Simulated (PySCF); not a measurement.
System: CH$_{2}$O···C$_{4}$H$_{4}$FO (charge −1).

```yaml
atoms:
  - { symbol: O, position_ang: [1.4364, 0.6575, -2.4265] }
  - { symbol: C, position_ang: [2.0617, -0.0891, -1.6166] }
  - { symbol: O, position_ang: [1.3237, -0.2630, -0.0931] }
  - { symbol: C, position_ang: [0.0783, 0.2684, -0.0953] }
  - { symbol: C, position_ang: [-0.3807, 1.0518, 1.1484] }
  - { symbol: C, position_ang: [-1.4172, 0.2465, 1.4296] }
  - { symbol: C, position_ang: [-1.1503, -0.6917, 0.2772] }
  - { symbol: F, position_ang: [-0.7728, -1.9851, 0.6460] }
  - { symbol: H, position_ang: [2.1422, -1.1873, -1.8432] }
  - { symbol: H, position_ang: [-0.0980, 0.8141, -1.0428] }
  - { symbol: H, position_ang: [-0.0169, 1.9709, 1.6117] }
  - { symbol: H, position_ang: [-2.2125, 0.2784, 2.1747] }
  - { symbol: H, position_ang: [-1.9513, -0.8046, -0.4712] }
  - { symbol: H, position_ang: [3.0503, 0.2564, -1.2071] }
```

Geometry: B3LYP/6-31G*.

Theory: PySCF 2.14.0, density-fitted response routines, DFT single point, gas phase, functional B3LYP.

> What will maps of the electron density and electron localisation function show?

C–C (1.34 Å): ρ is about 2.3 e/Å³ halfway; the ELF peaks at about 0.90 between the atoms: a multiple bond.
C–H (1.09 Å): ρ is about 1.9 e/Å³ halfway; the ELF climbs to about 1 towards the hydrogen, as it does in any bond to H; a covalent bond by its length.

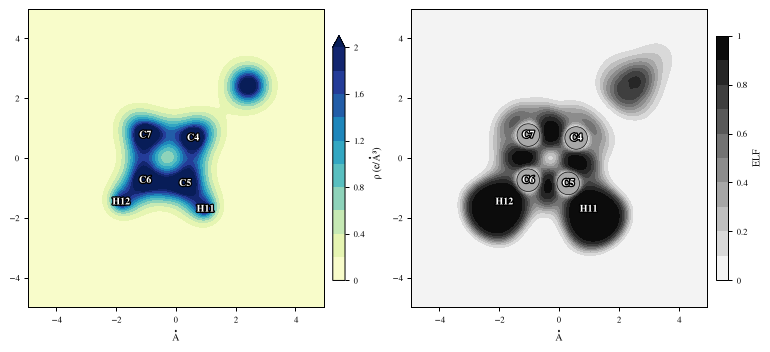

Computed electron density and electron localisation function on the plane of atoms C4, C5 and C6, in this order. Grey discs cover the atomic cores in the ELF map. 
